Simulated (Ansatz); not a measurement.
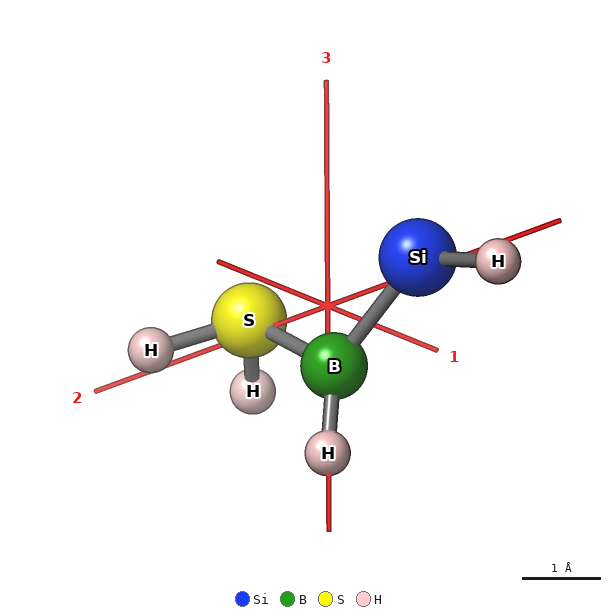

The three principal axes of inertia are drawn and numbered. Distant atoms are faded towards the background colour. Charge 0, doublet. The computed structure is the end point of a PBE0-D4/def2-TZVP optimisation. No frequency run is at hand to confirm it as a minimum. Masses are those of the most abundant isotopes; constants are for the rigid equilibrium geometry.

Q: Which line is the a axis (least moment of inertia), which b and which c?

A: a is line 2, b is line 3, c is line 1; the moments are 17.3, 155, 169 u Å².

Q: Classify the rotor and give the rotational constants (MHz).

A: An asymmetric top (Cs): A = 29155, B = 3256, C = 2994 MHz. Ray's parameter κ is −0.98, close to the prolate limit.
